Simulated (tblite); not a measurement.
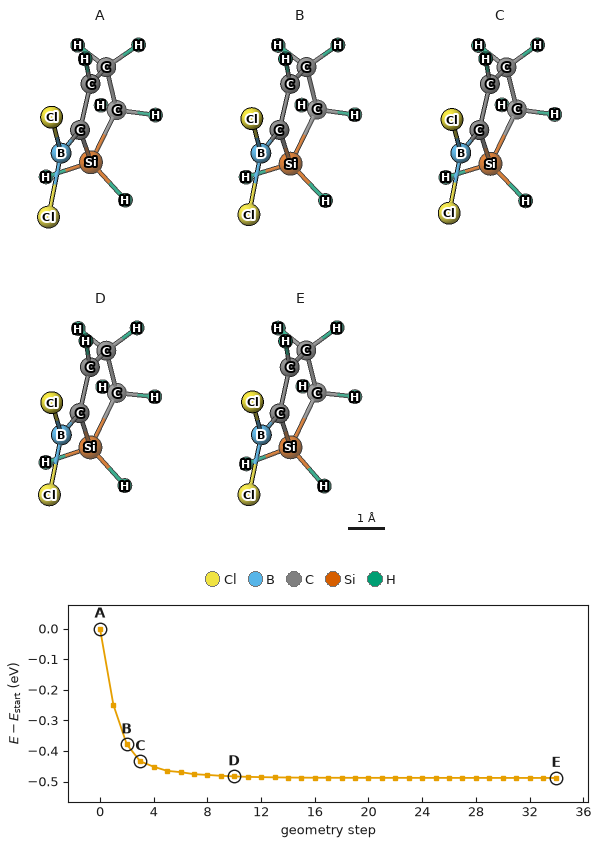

Frames of a relaxation of C₄H₇BCl₂Si, marked on the history of the run. The picture is a ball-and-stick view, seen from a free direction.

The calculation used tblite, GFN2-xTB geometry optimisation, gas phase. 

**Describe the path.**

The largest move after the best rigid fit is that of a Cl atom, 0.15 Å. Largest moves by element: Cl 0.15 Å, H 0.11 Å, Si 0.06 Å, C 0.05 Å, B 0.05 Å. Some distances before and after: B–Cl 1.861 → 1.727 Å, C–Si 1.809 → 1.889 Å, C–Si 1.857 → 1.912 Å, B–C 1.571 → 1.531 Å. Bond angles that change, for instance: H–Si–H 114.9° → 111.1°, C–C–H 120.7° → 117.6°, C–Si–H 111.1° → 114.0°. Over 34 geometry steps the energy falls by 0.488 eV. From step 0 to 2: a Cl atom moves most (0.07 Å), energy −0.379 eV. From step 2 to 3: a Cl atom moves most (0.04 Å), energy −0.055 eV. From step 3 to 10: H atoms move most (0.06 Å), energy −0.049 eV. From step 10 to 34: an H atom moves most (0.04 Å), energy −0.005 eV.

```json
{"step": "0", "E − E(0), eV": "0.0000"}
{"step": "1", "E − E(0), eV": "-0.2495"}
{"step": "2", "E − E(0), eV": "-0.3789"}
{"step": "3", "E − E(0), eV": "-0.4340"}
{"step": "4", "E − E(0), eV": "-0.4517"}
{"step": "5", "E − E(0), eV": "-0.4652"}
{"step": "6", "E − E(0), eV": "-0.4693"}
{"step": "7", "E − E(0), eV": "-0.4760"}
{"step": "8", "E − E(0), eV": "-0.4785"}
{"step": "9", "E − E(0), eV": "-0.4813"}
{"step": "10", "E − E(0), eV": "-0.4833"}
{"step": "11", "E − E(0), eV": "-0.4848"}
{"step": "13", "E − E(0), eV": "-0.4864"}
{"step": "14", "E − E(0), eV": "-0.4870"}
{"step": "15", "E − E(0), eV": "-0.4874"}
{"step": "16", "E − E(0), eV": "-0.4877"}
{"step": "18", "E − E(0), eV": "-0.4879"}
{"step": "19", "E − E(0), eV": "-0.4879"}
{"step": "20", "E − E(0), eV": "-0.4880"}
{"step": "21", "E − E(0), eV": "-0.4880"}
{"step": "23", "E − E(0), eV": "-0.4881"}
{"step": "24", "E − E(0), eV": "-0.4881"}
{"step": "25", "E − E(0), eV": "-0.4881"}
{"step": "26", "E − E(0), eV": "-0.4882"}
{"step": "28", "E − E(0), eV": "-0.4882"}
{"step": "29", "E − E(0), eV": "-0.4883"}
{"step": "30", "E − E(0), eV": "-0.4883"}
{"step": "31", "E − E(0), eV": "-0.4883"}
{"step": "33", "E − E(0), eV": "-0.4883"}
{"step": "34", "E − E(0), eV": "-0.4884"}
```
